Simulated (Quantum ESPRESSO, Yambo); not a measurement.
# A GW chain in Yambo: ZrSe3 (P2_1/m), part 3 of 3

Wanted: ground state, empty states, screening and self-energy for ZrSe3 (P2_1/m).

Quantum ESPRESSO 7.5 and Yambo 5.3.0; PBEsol and many-body steps on it, plane waves. Known limits of the many-body steps: not at the basis limit; no spin-orbit coupling; coarse k mesh.

So far. Step 3 (Bands along the symmetry lines): The gap is 0.315 eV, −0.007 eV from the run before at this level. Step 4 (Empty states on the mesh, 2×4×2 mesh, 214 bands): On this mesh the gap is 0.330 eV.

### Step 5. Conversion and set-up

This step: Yambo 5.3.0; conversion and set-up on PBEsol, plane waves, norm-conserving pseudopotentials.

The states are converted to the many-body program's format and the q mesh is built.

Launch:

```sh
$ (cd o/x.save; p2y > p2y.log; mv SAVE ../..); yambo > setup.log
```

Log:

```text
 Yambo, version 5.3.0

 [02] CORE Variables Setup
 =========================

  [02.01] Unit cells
  ==================

  Cell kind             :  Unknown
  Atoms in the cell     :  Zr  Se
  number of Zr atoms    :  2
  number of Se atoms    :   6

  List of atomic masses
  Mass of Zr    :  91.22400
  Mass of Se    :  78.97100

  List of atomic coordinates    : [cc]
  Zr1       :   1.39009   1.77105  11.60773  order 1
  Zr2       :  6.511756  5.313154  6.086979  order 2
  Se1       :  6.504450  1.771051  9.802867  order 3
  Se2       :  1.397400  5.313154  7.891839  order 4
  Se3       :  4.258406  1.771051  3.078879  order 5
  Se4       :   3.64344   5.31315  14.61583  order 6
  Se5       :  8.687273  1.771051  2.990405  order 7
  Se6       :  -0.78542   5.31315  14.70430  order 8

  Alat factors          :  10.22512   7.08421  17.69471 [a.u.]
  Direct lattice volume :   1281.75    [a.u.]
  Direct lattice vectors:  A[ 1 ]  A[ 2 ]  A[ 3 ]
   A[ 1 ]:  1.000000 -0.000000 -0.000000  [iru]
   10.22512  -0.00000  -0.00000  [cc]
   A[ 2 ]: -0.000000  1.000000  0.000000  [iru]
  -0.000000  7.084205  0.000000  [cc]
   A[ 3 ]: -0.227212  0.000000  1.000000  [iru]
   -2.32327   0.00000  17.69471  [cc]

  Recip. lattice volume :  0.193525 [a.u.]
  Recip. lattice vectors:  B[ 1 ]  B[ 2 ]  B[ 3 ]
   B[ 1 ]:  1.000000  0.000000  0.227212  [iku]
   0.614485  0.000000  0.080680  [cc]
   B[ 2 ]:  0.000000  1.000000  0.000000  [iku]
   0.000000  0.886929  0.000000  [cc]
   B[ 3 ]:  0.000000  0.000000  1.000000  [iku]
   0.000000  0.000000  0.355088  [cc]

  [02.02] Symmetries
  ==================

  Inversion symmetry    : yes
  Spatial inversion     : yes
  Inversion index       :  2
  K-space Time-reversal : no
  Magnetic symmetries   : no
  Group table correct   : yes
  Symmetries units      :  [cc]

   [S 1]:   1.0000       0.0000       0.0000       0.0000       1.0000       0.0000      0.17293E-16   0.0000       1.0000
   [S 2]:  -1.0000       0.0000       0.0000       0.0000      -1.0000       0.0000     -0.17293E-16   0.0000      -1.0000

  [02.03] Reciprocal space
  ========================

  nG shells         :   45504
  nG charge         :  183623
  nG WFs            :  26941
  nC WFs            :  23008
  G-vecs. in first 80 shells:  [ Number ]
    1   3   5   7   9  11  13  15  19
    21   23   27   31   35   37   41   43   45
    49   51   53   57   59   63   65   69   71
[...]
217  221  225  229  231  235  239  243
  ...
  Shell energy in first 80 shells:  [ mHa ]
[...]
1900.81      1911.39      1941.04      1960.21      1969.42      2006.09      2018.23      2038.01      2057.81
    2074.81      2098.88      2121.78      2140.68      2152.52      2202.06      2246.79      2269.58      2270.77
    2289.74      2304.71      2341.49      2347.23      2393.38      2399.42      2418.68      2431.34
  ...

  [02.04] K-grid lattice
[...]
K [10]         [rlu]: -0.500000  0.250000 -0.500000
[...]
K [11]         [rlu]: -0.50000     -0.50000      0.34549E-16
         WF components:  22920
  K [12]         [rlu]: -0.500000 -0.500000 -0.500000
         WF components:  22920

  [02.05] Energies & Occupations
  ==============================

  [X] === General ===
  [X] Electronic Temperature                        :  0.000000  0.000000 [eV K]
  [X] Bosonic    Temperature                        :  0.000000  0.000000 [eV K]
  [X] Finite Temperature mode                       : no
  [X] El. density                                   :  0.88451E+24 [cm-3]
  [X] Fermi Level                                   :  10.50703 [eV]

  [X] === Gaps and Widths ===
  [X] Conduction Band Min                           :  0.329666 [eV]
  [X] Valence Band Max                              :  0.000000 [eV]
  [X] Filled Bands                                  :   84
  [X] Empty Bands                                   :   85  214
  [X] Direct Gap                                    :  0.602750 [eV]
  [X] Direct Gap localized at k                     :  2
  [X] Indirect Gap                                  :  0.329666 [eV]
  [X] Indirect Gap between kpts                     :   1   7
  [X] Last valence band width                       :  1.419693 [eV]
  [X] 1st conduction band width                     :  2.112716 [eV]

  E @ K [ 1]:  [eV]
  -207.6635 -207.6635 -207.6489 -207.6489 -206.8667 -206.8667 -147.4989 -147.4989
[...]
[... 9 further rows ...]
[...]
occ @ K [ 1]
[...]
[... 9 further rows ...]
[...]
E @ K [ 2]:  [eV]
[...]
[... 9 further rows ...]
[...]
occ @ K [ 2]
[...]
E @ K [ 3]:  [eV]
[...]
occ @ K [ 3]
[...]
E @ K [ 8]:  [eV]
[...]
occ @ K [ 8]
[...]
E @ K [ 9]:  [eV]
[...]
occ @ K [ 9]
[...]
E @ K [10]:  [eV]
[...]
occ @ K [10]
[...]
E @ K [11]:  [eV]
[...]
occ @ K [11]
[...]
E @ K [12]:  [eV]
[...]
[... 9 further rows ...]
[...]
occ @ K [12]
[...]
[... 9 further rows ...]
   0.000000  0.000000  0.000000  0.000000  0.000000  0.000000  0.000000  0.000000
   0.000000  0.000000  0.000000  0.000000  0.000000  0.000000  0.000000  0.000000

 [03] Transferred momenta grid and indexing
 ==========================================

 IBZ Q-points                                      :  12
 BZ  Q-points                                      :  16

 K/Q-points units:
 rlu = crystal or reduced units; cc = cartesian coordinates; iku = interal k-units

 Q [ 1]         [rlu]:  0.000000  0.000000  0.000000
 Q [ 2]         [rlu]: -0.49964E-17   0.0000     -0.50000
 Q [ 3]         [rlu]:  0.000000  0.250000  0.000000
[...]
Q [ 8]         [rlu]:  0.500000  0.000000 -0.500000
 Q [ 9]         [rlu]: -0.50000      0.25000      0.59754E-16
 Q [10]         [rlu]:  0.500000  0.250000 -0.500000
 Q [11]         [rlu]: -0.50000     -0.50000      0.59754E-16
 Q [12]         [rlu]:  0.500000  0.500000 -0.500000

  [03.01] X indexes
  =================

   [03.01.01] Sigma indexes
   ========================

 [06] Game Over & Game summary
```

Elapsed: 4.4 s, on 1 MPI rank of Arm Neoverse V2, shared host; peak memory 0.28 GiB.

### Step 6. Screening and self-energy, 2×4×2 mesh, 214 bands, screening to 88.4 eV

Now the one-shot GW correction: screening in the RPA, then the self-energy of the levels asked for.

This step: G0W0 on PBEsol, plane waves, norm-conserving pseudopotentials.

The input, gw1.in:

```
HF_and_locXC
gw0
dyson
ppa
em1d
rim_cut
RandQpts= 1000000
RandGvec= 1 RL
EXXRLvcs= 104 Ry
VXCRLvcs= 416 Ry
Chimod= "HARTREE"
% BndsRnXp
 1 | 214 |
%
NGsBlkXp= 6.5 Ry
% LongDrXp
 1 | 1 | 1 |
%
% GbndRnge
 1 | 214 |
%
DysSolver= "n"
ExtendOut
PPAPntXp= 27.21138 eV
% QPkrange
 1 | 1 | 83 | 86 |
 7 | 7 | 83 | 86 |
 2 | 2 | 83 | 86 |
%
```

Launch:

```sh
$ OMP_NUM_THREADS=2 mpirun -n 4 yambo -F gw1.in -J gw1 -C gw1 > gw1.log
```

Log:

```text
 Yambo, version 5.3.0

 [02] CORE Variables Setup
 =========================

  [... cell, symmetries and grids as in the set-up ...]

  [02.05] Energies & Occupations
  ==============================

  [X] === General ===
  [X] Electronic Temperature                        :  0.000000  0.000000 [eV K]
  [X] Bosonic    Temperature                        :  0.000000  0.000000 [eV K]
  [X] Finite Temperature mode                       : no
  [X] El. density                                   :  0.88451E+24 [cm-3]
  [X] Fermi Level                                   :  10.50703 [eV]

  [X] === Gaps and Widths ===
  [X] Conduction Band Min                           :  0.329666 [eV]
  [X] Valence Band Max                              :  0.000000 [eV]
  [X] Filled Bands                                  :   84
  [X] Empty Bands                                   :   85  214
  [X] Direct Gap                                    :  0.602750 [eV]
  [X] Direct Gap localized at k                     :  2
  [X] Indirect Gap                                  :  0.329666 [eV]
  [X] Indirect Gap between kpts                     :   1   7
  [X] Last valence band width                       :  1.419693 [eV]
  [X] 1st conduction band width                     :  2.112716 [eV]

 [03] Transferred momenta grid and indexing
 ==========================================

 IBZ Q-points                                      :  12
 BZ  Q-points                                      :  16

 K/Q-points units:
 rlu = crystal or reduced units; cc = cartesian coordinates; iku = interal k-units

 Q [ 1]         [rlu]:  0.000000  0.000000  0.000000
 Q [ 2]         [rlu]: -0.49964E-17   0.0000     -0.50000
 Q [ 3]         [rlu]:  0.000000  0.250000  0.000000
 Q [ 4]         [rlu]: -0.49964E-17  0.25000     -0.50000
 Q [ 5]         [rlu]:  0.000000 -0.500000  0.000000
 Q [ 6]         [rlu]: -0.49964E-17 -0.50000     -0.50000
 Q [ 7]         [rlu]: -0.50000       0.0000      0.59754E-16
 Q [ 8]         [rlu]:  0.500000  0.000000 -0.500000
 Q [ 9]         [rlu]: -0.50000      0.25000      0.59754E-16
 Q [10]         [rlu]:  0.500000  0.250000 -0.500000
 Q [11]         [rlu]: -0.50000     -0.50000      0.59754E-16
 Q [12]         [rlu]:  0.500000  0.500000 -0.500000

 [04] Coloumb potential Random Integration (RIM)
 ===============================================

  [04.01] RIM initialization
  ==========================

  * Diagonal components only detected *

  8 x (sBL volume)        :  0.096762 [a.u.]
  sBZ random points       :  1000000
  Points outside the sBZ  :   7993225
  RL volume               :  0.193525 [a.u.]
  Integrated volume       :  0.193689 [a.u.]

  [04.02] RIM integrals
  =====================

  Gamma point sphere radius             :  0.083276 [a.u.]
  Points outside the sphere             :   799794
  [Int_sBZ(q=0) 1/q^2]*(Vol_sBZ)^(-1/3) =:  7.483392
                                 should be <:  7.795600

  Summary of Coulomb integrals for non-metallic bands |Q|[au] RIM/Bare

  Q [1] 0.100000E-4 0.959951 * Q [2] 0.177544 0.867115
  Q [3] 0.221732 1.005740 * Q [4] 0.284055 0.994780
  Q [7] 0.309880 1.179383 * Q [8] 0.336486 1.132517
  Q [9] 0.381039 1.091490 * Q [10] 0.402974 1.072616
  Q [5] 0.443464 1.007706 * Q [6] 0.477685 1.004426
  Q [11] 0.541005 1.025187 * Q [12] 0.556672 1.022218

 [05] Dipoles
 ============

  [05.01] Setup: observables and procedures
  =========================================

  [WARNING] [x,Vnl] slows the Dipoles computation. To neglect it rename the ns.kb_pp file

 [06] Dynamic Dielectric Matrix (PPA)
 ====================================

 [WR./gw1//ndb.pp]---------------------------------------------------------------
  Brillouin Zone Q/K grids (IBZ/BZ)                :  12  16  12  16
  RL vectors                                       :  26941 [WF]
  Coulomb cutoff potential                         : none
  Electronic Temperature                           :  0.000000 [K]
  Bosonic    Temperature                           :  0.000000 [K]
  PPA    diel. fun.  energies                      : Perdew, Burke & Ernzerhof SOL(X)+Perdew, Burke & Ernzerhof SOL(C)
  wavefunctions                                    : Perdew, Burke & Ernzerhof SOL(X)+Perdew, Burke & Ernzerhof SOL(C)
  Global Gauge                                     : length
  X matrix size                                    :  307
  X band range                                     :    1  214
  X e/h energy range                               : -1.000000 -1.000000 [eV]
  X Time ordering                                  : R
  X Hxc Kernel                                     : HARTREE
  X Drude frequency                                :  0.000000  0.000000
  X poles                                          :  100.0000 [o/o]
  RL vectors in the sum                            :  26941
  [r,Vnl] included                                 : yes
  Field direction                                  :  0.577350E-5  0.577350E-5  0.577350E-5
  BZ energy Double Grid                            : no
  BZ energy DbGd points                            : 0
  BZ Q point size factor                           : -1.000000
  X Optical Averaged directions                    : none

 [07] Local Exchange-Correlation + Non-Local Fock
 ================================================

 [VXC] Plane waves :  183623
 [EXS] Plane waves :  22961

 QP @ state[ 1 ] K range:  1  2
 QP @ state[ 1 ] b range:   83   86
 QP @ state[ 2 ] K range:   7   7
 QP @ state[ 2 ] b range:   83   86

 [xc] Functional : Perdew, Burke & Ernzerhof SOL(X)+Perdew, Burke & Ernzerhof SOL(C)
 [xc] LIBXC used to calculate xc functional
  PP Number of Atomic Species                      :  2
  NLCC RL compoments                               :  183623
  PP Number of Atomic Species                      :  2
  NLCC RL compoments                               :  183623

 [xc] E_xc :  -161.5634 [Ha]
      E_xc :  -323.1267 [Ry]

  Local XC kind (lXC) : Perdew, Burke & Ernzerhof SOL(X)+Perdew, Burke & Ernzerhof SOL(C)
  Non-Local XC kind (nlXC) : Hartree-Fock

  Corrections @ K [1] :  [eV]
 <83|nlXC|83> = -16.22828 -0.16093E-16 <83|lXC|83> = -14.78735  0.94408E-16
 <84|nlXC|84> = -16.81203 -0.13726E-16 <84|lXC|84> = -15.01474 -0.37763E-15
 <85|nlXC|85> = -8.422552 -0.40388E-19 <85|lXC|85> = -13.06779  0.18882E-15
 <86|nlXC|86> = -8.253607 -0.21042E-17 <86|lXC|86> = -13.52813  0.000000

  Corrections @ K [2] :  [eV]
 <83|nlXC|83> = -16.21485  0.14166E-16 <83|lXC|83> = -14.73764 -0.18882E-15
 <84|nlXC|84> = -16.67198 -0.18512E-17 <84|lXC|84> = -14.88698  0.000000
 <85|nlXC|85> = -8.017486 -0.88900E-18 <85|lXC|85> = -12.87628  0.28323E-15
 <86|nlXC|86> = -8.460757 -0.22550E-17 <86|lXC|86> = -13.65810  0.18882E-15

  Corrections @ K [7] :  [eV]
 <83|nlXC|83> = -16.57136 -0.93065E-17 <83|lXC|83> = -14.71752 -0.94408E-16
 <84|nlXC|84> = -16.54713 -0.51837E-17 <84|lXC|84> = -14.77536 -0.94408E-16
 <85|nlXC|85> = -10.16630  0.58362E-17 <85|lXC|85> = -13.76979 -0.11211E-15
 <86|nlXC|86> = -10.16988 -0.15378E-17 <86|lXC|86> = -14.04654  0.23602E-16

 [08] Dyson equation: Newton solver
 ==================================

  [08.01] G0W0 (W PPA)
  ====================

  [  GW  ] Bands range     :    1  214
  [GW/PPA] G damping       :  0.100000 [eV]

  QP @ state[ 1 ] K range:  1  2
  QP @ state[ 1 ] b range:   83   86
  QP @ state[ 2 ] K range:   7   7
  QP @ state[ 2 ] b range:   83   86

   Sc/G bands                                       :    1  214
   Sc/G damping                                     :  0.100000 ev
   Sc bands terminator                              : no
   Sx RL components                                 :  22961

   QP @ state[ 1 ] K range                          :  1  2
   QP @ state[ 1 ] b range                          :   83   86
   QP @ state[ 2 ] K range                          :   7   7
   QP @ state[ 2 ] b range                          :   83   86
   GF energies kind                                 : Perdew, Burke & Ernzerhof SOL(X)+Perdew, Burke & Ernzerhof SOL(C)
   GF WF`s kind                                     : Perdew, Burke & Ernzerhof SOL(X)+Perdew, Burke & Ernzerhof SOL(C)
   Xs energies kind                                 : Perdew, Burke & Ernzerhof SOL(X)+Perdew, Burke & Ernzerhof SOL(C)
   Xs WF`s kind                                     : Perdew, Burke & Ernzerhof SOL(X)+Perdew, Burke & Ernzerhof SOL(C)

 [11] Game Over & Game summary
```

Elapsed: 7 min, on 4 MPI ranks; peak memory 14 GiB; 52 min of CPU time.

Numbers from this step:

| Quantity | Value |
| --- | --- |
| G0W0 gap on the points computed | 0.8915 eV |
| starting gap on the mesh | 0.3297 eV |
| k of the valence top | 0, 0, 0 |
| k of the conduction bottom | -0.5, 0, 0 |
| least direct G0W0 gap on the computed points | 1.197 eV |
| Z at the valence top | 0.7955 |
| Z at the conduction bottom | 0.7940 |

The gap on the mesh goes from 0.33 eV to 0.89 eV, a correction of +0.56 eV.

Limits: finite bands, cutoff and mesh; no spin-orbit coupling; coarse k mesh. v1 is the top filled band, c1 the lowest empty one. Levels before and after the correction, in eV, zero at the valence-band top of each column:

|  | conduction bottom | valence top |
| --- | --- | --- |
| Kohn-Sham | 0.33 | 0.00 |
| G0W0 | 0.89 | 0.00 |

|  | level | energy (eV) |
| --- | --- | --- |
| Kohn-Sham | Γ v2 | -0.110 |
| Kohn-Sham | Γ v1 | 0.000 |
| Kohn-Sham | Γ c1 | 0.661 |
| Kohn-Sham | Γ c2 | 1.044 |
| Kohn-Sham | (-0.5 0 0) v2 | -0.372 |
| Kohn-Sham | (-0.5 0 0) v1 | -0.300 |
| Kohn-Sham | (-0.5 0 0) c1 | 0.330 |
| Kohn-Sham | (-0.5 0 0) c2 | 0.670 |
| G0W0 | Γ v2 | -0.092 |
| G0W0 | Γ v1 | 0.000 |
| G0W0 | Γ c1 | 1.231 |
| G0W0 | Γ c2 | 1.734 |
| G0W0 | (-0.5 0 0) v2 | -0.443 |
| G0W0 | (-0.5 0 0) v1 | -0.359 |
| G0W0 | (-0.5 0 0) c1 | 0.891 |
| G0W0 | (-0.5 0 0) c2 | 1.311 |

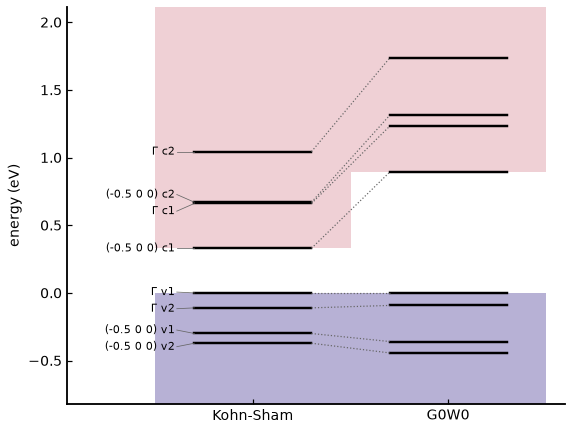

Levels before and after the correction. Shaded: valence and conduction bands.

### Step 7. Where the time went

Times are wall times on the hardware named with each run, good to a factor of about two.

| step | time | share | memory (GiB) |
| --- | --- | --- | --- |
| ground state | 3.5 min | 25 % | 3.6 |
| bands along the symmetry lines | 2 min | 15 % | 2.5 |
| empty states on the mesh | 76 s | 9 % | 2.3 |
| conversion and set-up | 4.4 s | 1 % | 0.28 |
| screening and self-energy | 7 min | 50 % | 14 |

### Step 8. Outcome

```json
{"PBEsol gap": "0.31 eV, indirect", "G0W0 gap on the mesh": "0.89 eV", "GW settings": "2×4×2 mesh, 214 bands, screening to 88.4 eV, Godby-Needs plasmon pole", "known limits": "not at the basis limit; no spin-orbit coupling; coarse k mesh"}
```

**Reading.** G0W0 moves the gap on the mesh from 0.33 eV to 0.89 eV (+0.56 eV), with Z of 0.80 and 0.79 at the edges. Only 3 of the mesh's irreducible points were corrected, so a valley elsewhere could overtake. The dearest step here is «screening and self-energy». Bands and cutoff are finite, so the gap is not at the basis limit. The miss can reach some tenths of an eV and take either sign; the mesh is an error of its own. In the G0W0 run levels were corrected at 3 k points alone, so a gap called «on the mesh» is the least over those, and an edge elsewhere would be missed. The 2×4×2 mesh is coarse for this cell, which bears on the long-range parts of exchange and screening. The many-body steps are scalar-relativistic: spin-orbit coupling is not in them.

[Paths, hosts, dates, memory and timing lines, banners, echoed tables and standing remarks are left out of the program output.]

[Logs are printed without paths, hosts, clocks, repeated set-up lines and the standing remarks that a program may print on its own settings, such as how far it seeks lower states.]

[Runs of the session that timed out or met a known fault of the program may be left out.]

[Hosts, paths, dates, database ids (printed as entryN), source tags and the programs' standing remarks are cut or masked in the printed files.]
